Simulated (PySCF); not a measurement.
# O: dipole response in ANO-RCC-VTZP

Aim: the static polarisability and the C₆ coefficient of O, method by method.

Method: unrestricted determinants in a Gaussian basis, no spin-orbit coupling in the energies. Code: PySCF 2.14.0.

**1. Starting point**

```
Element     : oxygen (Z = 8)
Basis       : ANO-RCC-VTZP (4s3p2d1f, 30 functions)
Hamiltonian : scalar relativity by spin-free X2C-1e
State 1     : O: [He] 2s2 2p4, high-spin 3P determinant
Methods     : UHF, PBE, PBE0, LC-wPBE, M06-2X
```

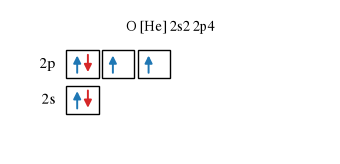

The shells outside the core, filled by Hund's rule for the drawing.

The runs were made by one driver on top of PySCF. The scripts below sum up each run's settings (the driver also hands on starting orbitals that pick excited configurations, and frozen orbitals as a list rather than a count), and the logs come from the driver's own runs. The driver starts from symmetry-adapted Hartree-Fock orbitals, holds the occupation by maximum overlap and uses a logarithmic radial grid for functionals, so a plain start would take other cycles.

The integrals over 30 functions and the set-up took 0.3 s of CPU time.

**2. O: the ladder of methods**

UHF:

Input file input.py:

```python
from pyscf import gto, scf, dft, mp, cc
import basis_set_exchange as bse
mol = gto.M(atom="O 0 0 0", charge=0, spin=2, symmetry="D2h",
            basis=gto.basis.parse(bse.get_basis("ANO-RCC-VTZP", elements=["O"], fmt="nwchem")),
            nucmod="G")
mf = scf.UHF(mol).sfx2c1e()
mf.irrep_nelec = {'Ag': (2, 2), 'B1u': (1, 0), 'B2u': (1, 1), 'B3u': (1, 0)}
mf.kernel()
```

The log of the run:

```text
damping factor = 0
level_shift factor = 0
DIIS = <class 'pyscf.scf.diis.CDIIS'>
diis_start_cycle = 1
diis_space = 10
diis_damp = 0
SCF conv_tol = 1e-09
SCF conv_tol_grad = None
number electrons alpha = 5  beta = 3
cycle= 1 E= -74.8703002931864  delta_E= -0.00453  |g|= 0.0288  |ddm|= 0.0454
cycle= 2 E= -74.8705975070615  delta_E= -0.000297  |g|= 0.00778  |ddm|= 0.0127
cycle= 3 E= -74.8706257867487  delta_E= -2.83e-05  |g|= 0.000789  |ddm|= 0.00562
cycle= 4 E= -74.8706266794969  delta_E= -8.93e-07  |g|= 0.00039  |ddm|= 0.00127
cycle= 5 E= -74.8706269019063  delta_E= -2.22e-07  |g|= 0.00011  |ddm|= 0.000806
cycle= 6 E= -74.8706269130384  delta_E= -1.11e-08  |g|= 1.75e-05  |ddm|= 0.000193
cycle= 7 E= -74.870626913332  delta_E= -2.94e-10  |g|= 3.08e-06  |ddm|= 2.56e-05
converged SCF energy = -74.870626913332  <S^2> = 2.009447  2S+1 = 3.0062914
```

CPU time 0.43 s on a shared host, the integrals not counted.

The occupied shells:

```
shell  electrons  mean orbital energy (eV)  spread (eV)  rms radius (bohr)
 1s α          1                   -563.94            0              0.230
 1s β          1                   -561.77            0              0.230
 2s α          1                   -38.646            0               1.26
 2s β          1                   -29.317            0               1.26
 2p α          3                   -18.434        2.708               1.41
 2p β          1                   -14.172            0               1.41
```

⟨S²⟩ = 2.009, ⟨L²⟩ = 2.02.

The driver then solved the coupled dipole response at imaginary frequencies: mean α = 3.702 bohr³ (xx, yy, zz: 3.676, 3.753, 3.676), C₆ = 10.90 au for a like pair.

PBE:

input.py differs from the last one in:

```diff
@@ -5,3 +5,3 @@
             nucmod="G")
-mf = scf.UHF(mol).sfx2c1e()
+mf = dft.UKS(mol, xc="PBE").sfx2c1e()
 mf.irrep_nelec = {'Ag': (2, 2), 'B1u': (1, 0), 'B2u': (1, 1), 'B3u': (1, 0)}
```

The log of the run:

```text
damping factor = 0
level_shift factor = 0
DIIS = <class 'pyscf.scf.diis.CDIIS'>
diis_start_cycle = 1
diis_space = 10
diis_damp = 0
SCF conv_tol = 1e-09
SCF conv_tol_grad = None
number electrons alpha = 5  beta = 3
XC functionals = PBE
    J. P. Perdew, K. Burke, and M. Ernzerhof.,  Phys. Rev. Lett. 77, 3865 (1996)
    J. P. Perdew, K. Burke, and M. Ernzerhof.,  Phys. Rev. Lett. 78, 1396 (1997)
    J. P. Perdew, K. Burke, and M. Ernzerhof.,  Phys. Rev. Lett. 77, 3865 (1996)
    J. P. Perdew, K. Burke, and M. Ernzerhof.,  Phys. Rev. Lett. 78, 1396 (1997)
cycle= 1 E= -75.0661045503965  delta_E= -0.00746  |g|= 0.0219  |ddm|= 0.118
cycle= 2 E= -75.0660932067657  delta_E= 1.13e-05  |g|= 0.0259  |ddm|= 0.0376
cycle= 3 E= -75.0663542710038  delta_E= -0.000261  |g|= 0.000952  |ddm|= 0.0175
cycle= 4 E= -75.0663548420993  delta_E= -5.71e-07  |g|= 0.000231  |ddm|= 0.00119
cycle= 5 E= -75.0663548721026  delta_E= -3e-08  |g|= 8.46e-06  |ddm|= 0.00025
cycle= 6 E= -75.0663548721539  delta_E= -5.13e-11  |g|= 9.28e-07  |ddm|= 1.07e-05
converged SCF energy = -75.0663548721539  <S^2> = 2.0033503  2S+1 = 3.0022327
```

CPU time 1.4 s on a shared host, the integrals not counted.

The driver then solved the coupled dipole response at imaginary frequencies: mean α = 4.036 bohr³ (xx, yy, zz: 3.942, 4.224, 3.942), C₆ = 12.48 au for a like pair.

PBE0:

input.py differs from the last one in:

```diff
@@ -5,3 +5,3 @@
             nucmod="G")
-mf = dft.UKS(mol, xc="PBE").sfx2c1e()
+mf = dft.UKS(mol, xc="PBE0").sfx2c1e()
 mf.irrep_nelec = {'Ag': (2, 2), 'B1u': (1, 0), 'B2u': (1, 1), 'B3u': (1, 0)}
```

The log of the run:

```text
damping factor = 0
level_shift factor = 0
DIIS = <class 'pyscf.scf.diis.CDIIS'>
diis_start_cycle = 1
diis_space = 10
diis_damp = 0
SCF conv_tol = 1e-09
SCF conv_tol_grad = None
number electrons alpha = 5  beta = 3
XC functionals = PBE0
    C. Adamo and V. Barone.,  J. Chem. Phys. 110, 6158 (1999)
    M. Ernzerhof and G. E. Scuseria.,  J. Chem. Phys. 110, 5029 (1999)
cycle= 1 E= -75.0745229358051  delta_E= -0.00519  |g|= 0.0134  |ddm|= 0.0733
cycle= 2 E= -75.0746156566378  delta_E= -9.27e-05  |g|= 0.0046  |ddm|= 0.0124
cycle= 3 E= -75.0746240050406  delta_E= -8.35e-06  |g|= 0.0029  |ddm|= 0.00511
cycle= 4 E= -75.0746275963104  delta_E= -3.59e-06  |g|= 0.000252  |ddm|= 0.00227
cycle= 5 E= -75.0746276638968  delta_E= -6.76e-08  |g|= 1.43e-05  |ddm|= 0.000463
cycle= 6 E= -75.0746276640579  delta_E= -1.61e-10  |g|= 8.18e-07  |ddm|= 2.11e-05
converged SCF energy = -75.0746276640579  <S^2> = 2.004119  2S+1 = 3.0027447
```

It used 1.6 s of CPU time after the integrals (shared host).

The driver then solved the coupled dipole response at imaginary frequencies: mean α = 3.919 bohr³ (xx, yy, zz: 3.847, 4.062, 3.847), C₆ = 11.93 au for a like pair.

LC-wPBE:

input.py differs from the last one in:

```diff
@@ -5,3 +5,3 @@
             nucmod="G")
-mf = dft.UKS(mol, xc="PBE0").sfx2c1e()
+mf = dft.UKS(mol, xc="LC_WPBE").sfx2c1e()
 mf.irrep_nelec = {'Ag': (2, 2), 'B1u': (1, 0), 'B2u': (1, 1), 'B3u': (1, 0)}
```

The log of the run:

```text
damping factor = 0
level_shift factor = 0
DIIS = <class 'pyscf.scf.diis.CDIIS'>
diis_start_cycle = 1
diis_space = 10
diis_damp = 0
SCF conv_tol = 1e-09
SCF conv_tol_grad = None
number electrons alpha = 5  beta = 3
XC functionals = LC_WPBE
    O. A. Vydrov and G. E. Scuseria.,  J. Chem. Phys. 125, 234109 (2006)
cycle= 1 E= -75.1053695238389  delta_E= -0.00675  |g|= 0.0192  |ddm|= 0.0741
cycle= 2 E= -75.1056017185229  delta_E= -0.000232  |g|= 0.005  |ddm|= 0.0165
cycle= 3 E= -75.1056272454035  delta_E= -2.55e-05  |g|= 0.0012  |ddm|= 0.00718
cycle= 4 E= -75.1056288651069  delta_E= -1.62e-06  |g|= 0.000541  |ddm|= 0.00185
cycle= 5 E= -75.1056291165752  delta_E= -2.51e-07  |g|= 3.3e-05  |ddm|= 0.000882
cycle= 6 E= -75.1056291175023  delta_E= -9.27e-10  |g|= 3.47e-06  |ddm|= 4.54e-05
converged SCF energy = -75.1056291175023  <S^2> = 2.0032503  2S+1 = 3.0021661
```

It used 2 s of CPU time after the integrals (shared host).

The driver then solved the coupled dipole response at imaginary frequencies: mean α = 3.949 bohr³ (xx, yy, zz: 3.889, 4.071, 3.889), C₆ = 12.09 au for a like pair.

M06-2X:

input.py differs from the last one in:

```diff
@@ -5,3 +5,3 @@
             nucmod="G")
-mf = dft.UKS(mol, xc="LC_WPBE").sfx2c1e()
+mf = dft.UKS(mol, xc="M062X").sfx2c1e()
 mf.irrep_nelec = {'Ag': (2, 2), 'B1u': (1, 0), 'B2u': (1, 1), 'B3u': (1, 0)}
```

The log of the run:

```text
damping factor = 0
level_shift factor = 0
DIIS = <class 'pyscf.scf.diis.CDIIS'>
diis_start_cycle = 1
diis_space = 10
diis_damp = 0
SCF conv_tol = 1e-09
SCF conv_tol_grad = None
number electrons alpha = 5  beta = 3
XC functionals = M062X
    Y. Zhao and D. G. Truhlar.,  Theor. Chem. Acc. 120, 215 (2008)
    Y. Zhao and D. G. Truhlar.,  Theor. Chem. Acc. 120, 215 (2008)
cycle= 1 E= -75.1235829227158  delta_E= -0.00377  |g|= 0.0111  |ddm|= 0.064
cycle= 2 E= -75.1236355233209  delta_E= -5.26e-05  |g|= 0.00288  |ddm|= 0.00736
cycle= 3 E= -75.1236391508429  delta_E= -3.63e-06  |g|= 0.0015  |ddm|= 0.00273
cycle= 4 E= -75.1236400828221  delta_E= -9.32e-07  |g|= 0.000226  |ddm|= 0.0011
cycle= 5 E= -75.1236401327085  delta_E= -4.99e-08  |g|= 2e-05  |ddm|= 0.000368
cycle= 6 E= -75.1236401331153  delta_E= -4.07e-10  |g|= 1.77e-06  |ddm|= 3.44e-05
converged SCF energy = -75.1236401331153  <S^2> = 2.0054493  2S+1 = 3.0036306
```

It used 4 s of CPU time after the integrals (shared host).

The driver then solved the coupled dipole response at imaginary frequencies: mean α = 3.987 bohr³ (xx, yy, zz: 3.963, 4.034, 3.963), C₆ = 11.86 au for a like pair.

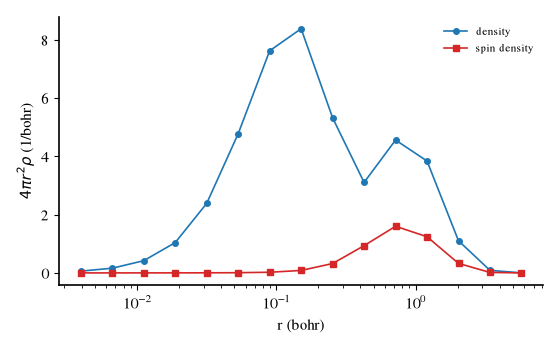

Radial density 4πr²ρ of O at UHF, at 15 stored radii joined by straight lines.

**3. Polarisabilities and C₆**

O, in atomic units:

```
 method  mean α  C₆ (like pair)  S(−4)
    UHF   3.702           10.90  4.714
    PBE   4.036           12.48  5.573
   PBE0   3.919           11.93  5.228
LC-wPBE   3.949           12.09  5.288
 M06-2X   3.987           11.86  6.090
```

Reference α: 5.3 ± 0.2 bohr³ (recommended; Schwerdtfeger and Nagle, table of static dipole polarizabilities (2023 update)). Published C₆: 15.60 (Chu and Dalgarno (2004); Tang, Norbeck and Certain (1976)).

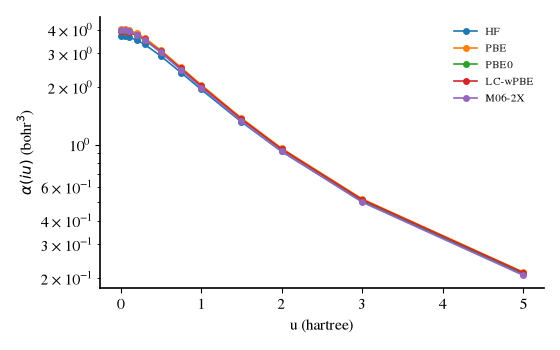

α(iu) of O, the polarisability at imaginary frequency, on a logarithmic scale.

**4. Summary of results**

| quantity | value |
| --- | --- |
| α of O | 3.702 (UHF) to 4.036 (PBE) bohr³; reference 5.300 |

In words: For O PBE is nearest the reference (-24 %), and all methods lie below it, which fits a basis without added diffuse functions. The basis is finite, and no extrapolation was made.
